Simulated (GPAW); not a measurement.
# KBr (Fm-3m): G0W0 with GPAW, start to end

Wanted: ground state, empty states, screening and self-energy for KBr (Fm-3m).

Calculated with GPAW 26.7.0; PBE and many-body steps on it, plane waves.

## (1) The structure

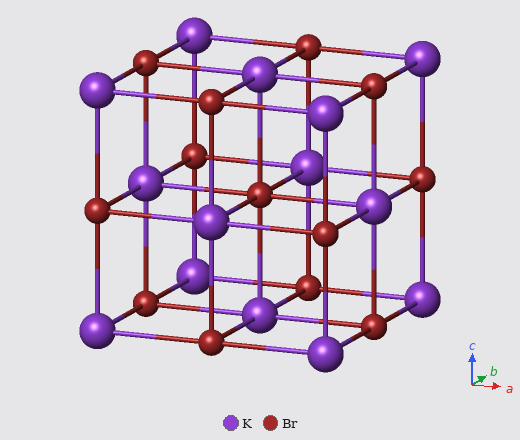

The starting structure, seen slightly off an axis (potassium purple, bromine red). This picture shows the conventional cell, with its axes. Some periodic images of atoms are drawn too.

The cell and positions come from the Crystallography Open Database and are kept as given unless a step says otherwise.

## (2) Ground state

This step: GPAW 26.7.0; DFT, PBE, plane waves, PAW.

The ground-state density comes first.

Contents of run.py:

```python
import json
import numpy as np
from gpaw.mpi import world
from ase import Atoms
from gpaw import GPAW, PW, FermiDirac

atoms = Atoms(['K', 'Br'],
    cell=[[0.0000000000, 3.3000000000, 3.3000000000],
      [3.3000000000, 0.0000000000, 3.3000000000],
      [3.3000000000, 3.3000000000, 0.0000000000]],
    scaled_positions=[[0.0000000000, 0.0000000000, 0.0000000000],
      [0.5000000000, 0.5000000000, 0.5000000000]],
    pbc=(True, True, True))
calc = GPAW(mode=PW(450),
    xc='PBE',
    kpts={'size': (6, 6, 6), 'gamma': True},
    occupations=FermiDirac(0.001),
    nbands=-7,
    convergence={'density': 1e-6, 'bands': -3},
    maxiter=100,
    txt='gs.txt')
atoms.calc = calc
res = {'energy': atoms.get_potential_energy()}
kpts = calc.get_ibz_k_points()
res['kpts'] = kpts
res['eigenvalues'] = [calc.get_eigenvalues(kpt=k) for k in range(len(kpts))]
res['n_electrons'] = calc.get_number_of_electrons()
calc.write('gs.gpw')

if world.rank == 0:
    with open('result.json', 'w') as f:
        json.dump(res, f, default=lambda x: x.tolist())
```

Run with:

```console
$ mpirun -n 8 gpaw python run.py
```

Numbers of over 12 decimals in the logs are rounded to 6 here.

Log:

```text
__  _  _
 | _ |_)|_||  |
 |__||  | ||/\| - 26.7.0

Input parameters:
  mode=PW(ecut=450.000000),
  convergence={'density': 1e-06, 'bands': -3},
  kpts=MonkhorstPack(size=(6, 6, 6), gamma=True),
  maxiter=100,
  nbands=-7,
  occupations=Occupations(name='fermi-dirac', width=0.001, fixmagmom=False),
  xc=XC(name='PBE')
  [... matrices ...]
Diagonalizing LCAO Hamiltonian
Converting LCAO to pw mode

                 Br

       K

Atoms  # Å, Bohr magnetons
|   | symbol |        x |        y |        z |    initial magnetic moments |
| 0 |      K | 0.000000 | 0.000000 | 0.000000 | ( 0.0000,  0.0000,  0.0000) |
| 1 |     Br | 3.300000 | 3.300000 | 3.300000 | ( 0.0000,  0.0000,  0.0000) |

Unit cell  # Å
| periodic |        x |        y |        z |  lengths |    angles |
|      yes | 0.000000 | 3.300000 | 3.300000 | 4.666905 | 60.000000 |
|      yes | 3.300000 | 0.000000 | 3.300000 | 4.666905 | 60.000000 |
|      yes | 3.300000 | 3.300000 | 0.000000 | 4.666905 | 60.000000 |

Number of symmetries: 48
Symmetry operations  # r_c * U_cc + t_c -> r_c
|    | kind |            matrix            |
|  0 |  σ   |  1, 0, 0,  1, 0,-1,  1,-1, 0 |
|  1 |  C2  |  1, 0, 0,  1,-1, 0,  1, 0,-1 |
|  2 |  E   |  1, 0, 0,  0, 1, 0,  0, 0, 1 |
|  3 |  σ   |  1, 0, 0,  0, 0, 1,  0, 1, 0 |
|  4 |  C4  |  1, 0,-1,  1, 0, 0,  1,-1, 0 |
|  5 |  S6  |  1, 0,-1,  1,-1, 0,  1, 0, 0 |
|  6 |  σ   |  1, 0,-1,  0, 1,-1,  0, 0,-1 |
|  7 |  C3  |  1, 0,-1,  0, 0,-1,  0, 1,-1 |
|  8 |  S6  |  1,-1, 0,  1, 0, 0,  1, 0,-1 |
|  9 |  C4  |  1,-1, 0,  1, 0,-1,  1, 0, 0 |
| 10 |  C3  |  1,-1, 0,  0,-1, 1,  0,-1, 0 |
| 11 |  σ   |  1,-1, 0,  0,-1, 0,  0,-1, 1 |
| 12 |  σ   |  0, 1, 0,  1, 0, 0,  0, 0, 1 |
| 13 |  C4  |  0, 1, 0,  0, 1,-1, -1, 1, 0 |
| 14 |  C3  |  0, 1, 0,  0, 0, 1,  1, 0, 0 |
| 15 |  S6  |  0, 1, 0, -1, 1, 0,  0, 1,-1 |
| 16 |  C2  |  0, 1,-1,  1, 0,-1,  0, 0,-1 |
| 17 |  σ   |  0, 1,-1,  0, 1, 0, -1, 1, 0 |
| 18 |  S4  |  0, 1,-1,  0, 0,-1,  1, 0,-1 |
| 19 |  C4  |  0, 1,-1, -1, 1, 0,  0, 1, 0 |
| 20 |  C3  |  0, 0, 1,  1, 0, 0,  0, 1, 0 |
| 21 |  σ   |  0, 0, 1,  0, 1, 0,  1, 0, 0 |
| 22 |  S6  |  0, 0, 1,  0,-1, 1, -1, 0, 1 |
| 23 |  C4  |  0, 0, 1, -1, 0, 1,  0,-1, 1 |
| 24 |  S4  |  0, 0,-1,  1, 0,-1,  0, 1,-1 |
| 25 |  C3  |  0, 0,-1,  0, 1,-1,  1, 0,-1 |
| 26 |  C2  |  0, 0,-1,  0,-1, 0, -1, 0, 0 |
| 27 |  S6  |  0, 0,-1, -1, 0, 0,  0,-1, 0 |
| 28 |  S4  |  0,-1, 1,  1,-1, 0,  0,-1, 0 |
| 29 |  C4  |  0,-1, 1,  0, 0, 1, -1, 0, 1 |
| 30 |  C2  |  0,-1, 1,  0,-1, 0,  1,-1, 0 |
| 31 |  σ   |  0,-1, 1, -1, 0, 1,  0, 0, 1 |
| 32 |  C3  |  0,-1, 0,  1,-1, 0,  0,-1, 1 |
| 33 |  S6  |  0,-1, 0,  0, 0,-1, -1, 0, 0 |
| 34 |  S4  |  0,-1, 0,  0,-1, 1,  1,-1, 0 |
| 35 |  C2  |  0,-1, 0, -1, 0, 0,  0, 0,-1 |
| 36 |  C2  | -1, 1, 0,  0, 1, 0,  0, 1,-1 |
| 37 |  S6  | -1, 1, 0,  0, 1,-1,  0, 1, 0 |
| 38 |  S4  | -1, 1, 0, -1, 0, 1, -1, 0, 0 |
| 39 |  C3  | -1, 1, 0, -1, 0, 0, -1, 0, 1 |
| 40 |  S6  | -1, 0, 1,  0, 0, 1,  0,-1, 1 |
| 41 |  C2  | -1, 0, 1,  0,-1, 1,  0, 0, 1 |
| 42 |  C3  | -1, 0, 1, -1, 1, 0, -1, 0, 0 |
| 43 |  S4  | -1, 0, 1, -1, 0, 0, -1, 1, 0 |
| 44 |  C2  | -1, 0, 0,  0, 0,-1,  0,-1, 0 |
| 45 |  i   | -1, 0, 0,  0,-1, 0,  0, 0,-1 |
| 46 |  σ   | -1, 0, 0, -1, 1, 0, -1, 0, 1 |
| 47 |  C2  | -1, 0, 0, -1, 0, 1, -1, 1, 0 |

BZ-sampling:
  Number of BZ points: 216
  Number of IBZ points: 16

  Monkhorst-Pack size: [6, 6, 6]
  Monkhorst-Pack shift: [0.083333, 0.083333, 0.083333]

K-points  # in reciprocal-cell coordinates
|     |                                coordinates |     weight |
|   0 | (  0.00000000,   0.00000000,   0.00000000) | 0.00462963 |
|   1 | (  0.16666667,   0.16666667,   0.00000000) | 0.02777778 |
|   2 | (  0.16666667,   0.16666667,   0.16666667) | 0.03703704 |
|   3 | (  0.33333333,   0.16666667,   0.16666667) | 0.05555556 |
|   4 | (  0.33333333,   0.33333333,  -0.33333333) | 0.05555556 |
|   5 | (  0.33333333,   0.33333333,   0.00000000) | 0.02777778 |
|   6 | (  0.33333333,   0.33333333,   0.16666667) | 0.11111111 |
|   7 | (  0.33333333,   0.33333333,   0.33333333) | 0.03703704 |
|   8 | (  0.50000000,   0.33333333,  -0.33333333) | 0.11111111 |
|   9 | (  0.50000000,   0.33333333,  -0.16666667) | 0.05555556 |
| ... |                                            |            |
|  15 | (  0.50000000,   0.50000000,   0.50000000) | 0.01851852 |

Plane wave coefficients: 1588
Cutoff: 450.000000 eV

Spin-components: 1 (collinear spins)
Bands:           15
Projectors:      10
Spin-degeneracy: 2
Datatype:        complex128

  Storage: CPU
  Wave functions: 5_648_640 bytes (706_080 per core)
  Projectors: 7_908_096 bytes (988_512 per core)
  [... matrices ...]
Parallelization:
  kpt:    8
  domain: 1
  band:   1

Density:
  Valence electrons: 16.0
  Components: 1
  Grid points: [24 24 24]
  Charge: 0.0  # |e|

Potential:
  Grid points: [24 24 24]

species:
  K:
    name:    Potassium
    Z:       19.0
    valence: 9
    core:    10
    charge:  0.0  # [|e|]
    compensation charges:
      type: gauss
      rc: 0.35  # [Å]
      lmax: 2
    cutoffs:
      filter: 1.91  # [Å]
      core: 1.27  # [Å]
    projectors
    | kind |    occ | energy [eV] | rcut [Å] |
    |   3s |  2.000 |     -35.338 |    1.122 |
    |   4s |  1.000 |      -2.319 |    1.122 |
    |   3p |  6.000 |     -18.813 |    1.106 |
    |    p |        |       8.398 |    1.106 |
    |    d |        |       0.000 |    0.937 |

    Using partial waves for K as LCAO basis

  Br:
    name:    Bromine
    Z:       35.0
    valence: 7
    core:    28
    charge:  0.0  # [|e|]
    compensation charges:
      type: gauss
      rc: 0.35  # [Å]
      lmax: 2
    cutoffs:
      filter: 1.98  # [Å]
      core: 2.38  # [Å]
    projectors
    | kind |    occ | energy [eV] | rcut [Å] |
    |   4s |  2.000 |     -20.121 |    1.111 |
    |   4p |  5.000 |      -7.861 |    1.111 |
    |    s |        |       7.091 |    1.111 |
    |    p |        |      19.351 |    1.111 |
    |    d |        |       0.000 |    1.111 |

    Using partial waves for Br as LCAO basis

Reference energy: -87284.500948  # eV

eigensolver:
  PPCG
  Converge bands: -3
  niter=2

density mixing:
  MSR1-Mixer
  Pratt-step length: 0.05
  Maximum mixing coefficient: 0.75
  Old densities: 10
  SVD Regularization: 0.005
  Good broyden scale: 1.0
  Trust region scale: 1.0
  Backstep threshold: 4.0
  History deletion threshold: 6.0
  Fourier metric: weight=20.0, sigma=0.015

occupation numbers:
  Fermi-Dirac:
    width: 0.0010  # eV

poisson solver:
  ecut: 3600.000000  # eV

xc functional:
  name: PBE with 2 nearest neighbor stencil

Initialization done in: 1.744 s

convergence criteria:
- Maximum integral of absolute [dens]ity change: 1e-06 electrons / valence electron
- Maximum [total energy] change in last 3 cyles: 0.0005 eV / valence electron
- Maximum integral of absolute [eigenst]ate change: 4e-08 eV^2 / valence electron
maximum number of iterations: 100

SCF iterations
|iter     |     time |      energy | eigst |  dens |
|iter:   1|  |   -6.489321 | +1.64 |       |
|iter:   2|  |   -6.465747 | +0.47 | -1.32 |
|iter:   3|  |   -6.356648 | -0.23 | -1.35 |
|iter:   4|  |   -6.359079 | -0.74 | -1.72 |
|iter:   5|  |   -6.361127c| -1.24 | -2.08 |
|iter:   6|  |   -6.361275c| -1.98 | -2.80 |
|iter:   7|  |   -6.361284c| -2.47 | -3.53 |
|iter:   8|  |   -6.361286c| -3.01 | -3.99 |
|iter:   9|  |   -6.361286c| -3.41 | -5.13 |
|iter:  10|  |   -6.361286c| -3.78 | -5.51 |
|iter:  11|  |   -6.361286c| -4.28 | -6.84c|
|iter:  12|  |   -6.361286c| -4.73 | -7.24c|
|iter:  13|  |   -6.361286c| -5.15 | -8.48c|
|iter:  14|  |   -6.361286c| -5.50 | -8.90c|
|iter:  15|  |   -6.361286c| -5.80 | -9.83c|
|iter:  16|  |   -6.361286c| -6.17 |-10.23c|
|iter:  17|  |   -6.361286c| -6.52 |-10.61c|
|iter:  18|  |   -6.361286c| -6.95 |-11.12c|
|iter:  19|  |   -6.361286c| -7.26 |-11.46c|
|iter:  20|  |   -6.361286c| -7.69c|-11.81c|

Converged in 20 steps
SCF loop duration: 4.014 s (0.201 s/step)
Energy contributions relative to reference atoms: (reference = -87284.500948)
  [... matrices ...]
Energy contributions:
  Kinetic:           5.102259
  Coulomb:          -4.328749
  Zero:             -0.662098
  External:          0.000000
  Xc:               -6.472698
  Entropy:          -0.000000
  Spinorbit:         0.000000
  ----------------------------
  Free energy:      -6.361286
  Extrapolated:     -6.361286

dipole moment: (-24.049608, -24.049608, -24.049608)  # |e|*Ang

Fermi level: 1.613
Eigenvalues  # (at kpt = [0.000, 0.000, 0.000])
| band index |      eig [eV] | occ [0-2] |
|          0 |       -27.952 |     2.000 |
|          1 |       -12.477 |     2.000 |
|          2 |       -11.459 |     2.000 |
|          3 |       -11.459 |     2.000 |
|          4 |       -11.459 |     2.000 |
|          5 |        -0.198 |     2.000 |
|          6 |        -0.198 |     2.000 |
|          7 |        -0.198 |     2.000 |
|          8 |         4.244 |     0.000 |
|          9 |         7.404 |     0.000 |
|         10 |         7.404 |     0.000 |
|         11 |         7.404 |     0.000 |
|         12 |         8.215 |     0.000 |
|         13 |         8.215 |     0.000 |
|         14 |        11.415 |     0.000 |

Gap: 4.442 eV
Transition (v -> c):
  (s=0, k=0, n=7, [0.00, 0.00, 0.00]) -> (s=0, k=0, n=8, [0.00, 0.00, 0.00])
No difference between direct/indirect transitions
# Writing to gs.gpw (mode='')
  [... matrices ...]
```

It took 8.8 s on 8 MPI ranks of Arm Neoverse V1, shared host; peak memory 1.2 GiB; 63 s of CPU time.

This step gave:

| Item | Value |
| --- | --- |
| total energy | -6.361 eV |
| gap | 4.442 eV |
| k of the valence top | 0, 0, 0 |
| k of the conduction bottom | 0, 0, 0 |
| least direct gap | 4.442 eV |

The gap is direct, at Γ.

## (3) Bands along the symmetry lines

The cheap functional maps the bands first; the places of the edges decide which points the dearer methods must see.

Contents of run.py:

```python
import json
import numpy as np
from gpaw.mpi import world
from gpaw import GPAW

path = [[0.000000, 0.000000, 0.000000],
    [0.062500, 0.000000, 0.062500],
    [0.125000, 0.000000, 0.125000],
    [0.187500, 0.000000, 0.187500],
    [0.250000, 0.000000, 0.250000],
    [0.312500, 0.000000, 0.312500],
    [0.375000, 0.000000, 0.375000],
    [0.437500, 0.000000, 0.437500],
    [0.500000, 0.000000, 0.500000],
    [0.515625, 0.031250, 0.515625],
    [0.531250, 0.062500, 0.531250],
    [0.546875, 0.093750, 0.546875],
    [0.562500, 0.125000, 0.562500],
    [0.578125, 0.156250, 0.578125],
    [0.593750, 0.187500, 0.593750],
    [0.609375, 0.218750, 0.609375],
    [0.625000, 0.250000, 0.625000],
    [0.375000, 0.375000, 0.750000],
    [0.328125, 0.328125, 0.656250],
    [0.281250, 0.281250, 0.562500],
    [0.234375, 0.234375, 0.468750],
    [0.187500, 0.187500, 0.375000],
    [0.140625, 0.140625, 0.281250],
    [0.093750, 0.093750, 0.187500],
    [0.046875, 0.046875, 0.093750],
    [0.000000, 0.000000, 0.000000],
    [0.062500, 0.062500, 0.062500],
    [0.125000, 0.125000, 0.125000],
    [0.187500, 0.187500, 0.187500],
    [0.250000, 0.250000, 0.250000],
    [0.312500, 0.312500, 0.312500],
    [0.375000, 0.375000, 0.375000],
    [0.437500, 0.437500, 0.437500],
    [0.500000, 0.500000, 0.500000],
    [0.500000, 0.468750, 0.531250],
    [0.500000, 0.437500, 0.562500],
    [0.500000, 0.406250, 0.593750],
    [0.500000, 0.375000, 0.625000],
    [0.500000, 0.343750, 0.656250],
    [0.500000, 0.312500, 0.687500],
    [0.500000, 0.281250, 0.718750],
    [0.500000, 0.250000, 0.750000],
    [0.500000, 0.218750, 0.718750],
    [0.500000, 0.187500, 0.687500],
    [0.500000, 0.156250, 0.656250],
    [0.500000, 0.125000, 0.625000],
    [0.500000, 0.093750, 0.593750],
    [0.500000, 0.062500, 0.562500],
    [0.500000, 0.031250, 0.531250],
    [0.500000, 0.000000, 0.500000]]
calc = GPAW('gs.gpw').fixed_density(kpts=path,
    symmetry='off',
    nbands=18,
    convergence={'bands': 14},
    txt='bands.txt')
res = {}
kpts = calc.get_ibz_k_points()
res['kpts'] = kpts
res['eigenvalues'] = [calc.get_eigenvalues(kpt=k) for k in range(len(kpts))]
res['n_electrons'] = calc.get_number_of_electrons()

if world.rank == 0:
    with open('result.json', 'w') as f:
        json.dump(res, f, default=lambda x: x.tolist())
```

Run with:

```console
$ mpirun -n 8 gpaw python run.py
```

Log:

```text
Diagonalizing LCAO Hamiltonian
Converting LCAO to pw mode
convergence criteria:
- Maximum integral of absolute [eigenst]ate change: 4e-08 eV^2 / valence electron
maximum number of iterations: 100

SCF iterations
|iter     |     time |      energy | eigst |  dens |
|iter:   1|  |             | +2.09 |       |
|iter:   2|  |             | +1.08 |       |
|iter:   3|  |             | +0.18 |       |
[...]
|iter:  10|  |             | -6.52 |       |
|iter:  11|  |             | -7.25 |       |
|iter:  12|  |             | -7.79c|       |
SCF steps: 12
  __  _  _
 | _ |_)|_||  |
 |__||  | ||/\| - 26.7.0

Input parameters:
  mode=PW(ecut=450.000000),
  convergence={'bands': 14},
  gpts=array([24, 24, 24]),
  kpts=KPoints(kpts=array([[0.      , 0.      , 0.      ],
         [0.0625  , 0.      , 0.0625  ],
         [0.125   , 0.      , 0.125   ],
         [0.1875  , 0.      , 0.1875  ],
[...]
[0.515625, 0.03125 , 0.515625],
[...]
[0.546875, 0.09375 , 0.546875],
[...]
[0.578125, 0.15625 , 0.578125],
[...]
[0.609375, 0.21875 , 0.609375],
[...]
[0.328125, 0.328125, 0.65625 ],
[...]
[0.234375, 0.234375, 0.46875 ],
[...]
[0.140625, 0.140625, 0.28125 ],
[...]
[0.046875, 0.046875, 0.09375 ],
[...]
[0.5     , 0.0625  , 0.5625  ],
         [0.5     , 0.03125 , 0.53125 ],
         [0.5     , 0.      , 0.5     ]])),
  maxiter=100,
  nbands=18,
  occupations=Occupations(name='fermi-dirac', width=0.001, fixmagmom=False),
  parallel={},
  symmetry=Symmetry(point_group=False, time_reversal=False),
  xc=XC(name='PBE')
  [... matrices ...]
timing:  # [seconds]
  Total: 0.095  # ━━━━━━━━━━━━━━━━━━━━━━━━━━━━━━━━━━━━━━━━━━━━━━━━━━━━━━━━━━━
```

The job ended after 11 s (8 MPI ranks; peak memory 1.3 GiB; 76 s of CPU time).

Numbers from this step:

| Item | Value |
| --- | --- |
| gap | 4.442 eV |
| k of the valence top | 0, 0, 0 |
| k of the conduction bottom | 0, 0, 0 |
| least direct gap | 4.442 eV |

The gap is 4.442 eV, as in the run before at this level.

Electronic bands along the path, in eV, zero at the top of the highest filled band; v1 is the highest filled band, c1 the lowest empty one:

```
    point      v4     v3     v2     v1    c1    c2    c3    c4
        Γ  -11.26   0.00   0.00   0.00  4.44  7.60  7.60  7.60
        X  -11.30  -0.81  -0.29  -0.29  5.87  7.21  9.33  9.50
        U  -11.19  -0.70  -0.64  -0.33  6.59  8.16  8.46  9.15
jump to K  -11.19  -0.70  -0.64  -0.33  6.59  8.16  8.46  9.15
        Γ  -11.26   0.00   0.00   0.00  4.44  7.60  7.60  7.60
        L  -11.01  -1.18  -0.33  -0.33  6.59  8.23  9.72  9.72
        W  -11.16  -0.59  -0.59  -0.53  7.39  7.39  8.26  8.98
        X  -11.30  -0.81  -0.29  -0.29  5.87  7.21  9.33  9.50
```

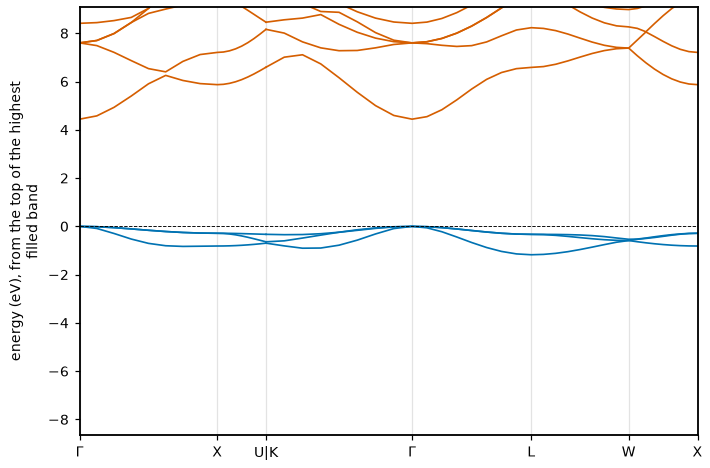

Electronic bands along the path; lines of filled and empty bands in two colours.

## (4) Empty states on the mesh, 4×4×4 mesh, 1078 bands

The sums over transitions need many empty states on a uniform mesh; this step solves for them.

Contents of run.py:

```python
import json
import numpy as np
from gpaw.mpi import world
from gpaw import GPAW

calc = GPAW('gs.gpw').fixed_density(kpts={'size': (4, 4, 4), 'gamma': True},
    parallel={'domain': 1, 'band': 1},
    txt='nscf.txt')
calc.diagonalize_full_hamiltonian(nbands=1078)
calc.write('full.gpw', mode='all')
res = {}
kpts = calc.get_ibz_k_points()
res['kpts'] = kpts
res['eigenvalues'] = [calc.get_eigenvalues(kpt=k) for k in range(len(kpts))]
res['n_electrons'] = calc.get_number_of_electrons()

if world.rank == 0:
    with open('result.json', 'w') as f:
        json.dump(res, f, default=lambda x: x.tolist())
```

Run with:

```console
$ mpirun -n 8 gpaw python run.py
```

Log:

```text
Diagonalizing LCAO Hamiltonian
Converting LCAO to pw mode
convergence criteria:
- Maximum integral of absolute [eigenst]ate change: 4e-08 eV^2 / valence electron
maximum number of iterations: 100

SCF iterations
|iter     |     time |      energy | eigst |  dens |
|iter:   1|  |             | +1.58 |       |
|iter:   2|  |             | +0.62 |       |
|iter:   3|  |             | -0.11 |       |
[...]
|iter:  29|  |             | -7.14 |       |
|iter:  30|  |             | -7.26 |       |
|iter:  31|  |             | -7.43c|       |
SCF steps: 31
  __  _  _
 | _ |_)|_||  |
 |__||  | ||/\| - 26.7.0

Input parameters:
  mode=PW(ecut=450.000000),
  convergence={'density': 1e-06, 'bands': -3},
  gpts=array([24, 24, 24]),
  kpts=MonkhorstPack(size=(4, 4, 4), gamma=True),
  maxiter=100,
  nbands=15,
  occupations=Occupations(name='fermi-dirac', width=0.001, fixmagmom=False),
  parallel={'domain': 1, 'band': 1},
  xc=XC(name='PBE')
Matrix size: 1471x1471
# Writing to full.gpw (mode='all')
  [... matrices ...]

timing:  # [seconds]
  Total: 11.430  # ━━━━━━━━━━━━━━━━━━━━━━━━━━━━━━━━━━━━━━━━━━━━━━━━━━━━━━━━━━
```

It took 18 s on 8 MPI ranks; peak memory 2.6 GiB.

This step gave:

```
gap                                                           : 4.442 eV
k of the valence top                                          : 0, 0, 0
k of the conduction bottom                                    : 0, 0, 0
least direct gap                                              : 4.442 eV
k points computed                                             : 8
lowest point of the top converged band, above the valence top : 345.7692 eV
```

On this mesh the gap is 4.442 eV.

[end of part 1 of 2]

[Paths, hosts, dates, memory and timing lines, banners, echoed tables and standing remarks are left out of the program output.]

[Logs are printed without paths, hosts, clocks, repeated set-up lines and the standing remarks that a program may print on its own settings, such as how far it seeks lower states.]

[Runs of the session that timed out or met a known fault of the program may be left out.]

[Hosts, paths, dates, database ids (printed as entryN), source tags and the programs' standing remarks are cut or masked in the printed files.]
